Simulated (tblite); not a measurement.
# C4H10GeOSi: the cost of one run

The runs use tblite 0.8.0 and PySCF 2.14.0, with density-fitted response routines of our own; the level of theory stands in each step. All values are computed, except where a source is named. Atoms are numbered from 0 throughout.

## Step 1: Starting geometry

17 atoms, charge 0, multiplicity 1; geometry from: force field or distance geometry start.

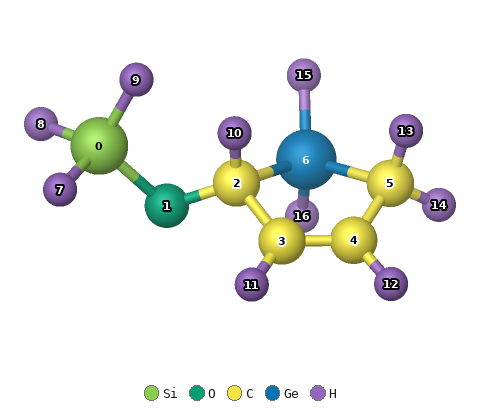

As it starts; silicon green, oxygen teal, carbon yellow, germanium blue, hydrogen purple, atoms numbered; sticks join atoms by distance.

## Step 2: Geometry optimisation with GFN2-xTB

Job settings and geometry (Å):

```
{"job": {"kind": "relax", "xc": "GFN2-xTB", "basis": "xTB"}, "charge": 0, "multiplicity": 1}
Si     2.884200    -0.322800    -0.067500
O      1.326700    -1.071900     0.129000
C      0.366400    -0.144700    -0.061400
C     -0.602300    -0.447300    -1.142600
C     -1.802700    -0.050400    -0.999500
C     -2.211200     0.708000     0.169400
Ge    -0.874200     0.070900     1.435100
H      3.440100    -0.820000    -1.326900
H      3.817300    -0.747400     0.997700
H      2.739100     1.136000    -0.130500
H      0.781100     0.851800    -0.308300
H     -0.255300    -1.045700    -2.030500
H     -2.586200    -0.266800    -1.799200
H     -2.089100     1.806000     0.058400
H     -3.223400     0.454800     0.554300
H     -0.419700     1.153300     2.436000
H     -1.297800    -1.251800     2.076400
```

Launch:

```sh
OMP_NUM_THREADS=1 python probes_run.py task.json out
```

This one command runs all jobs of the session in turn.

Q: Estimate the wall time and peak memory of this first job on 1 thread of Arm Neoverse N1, shared host.

About 1.8 s, with a peak of 0.18 GiB.
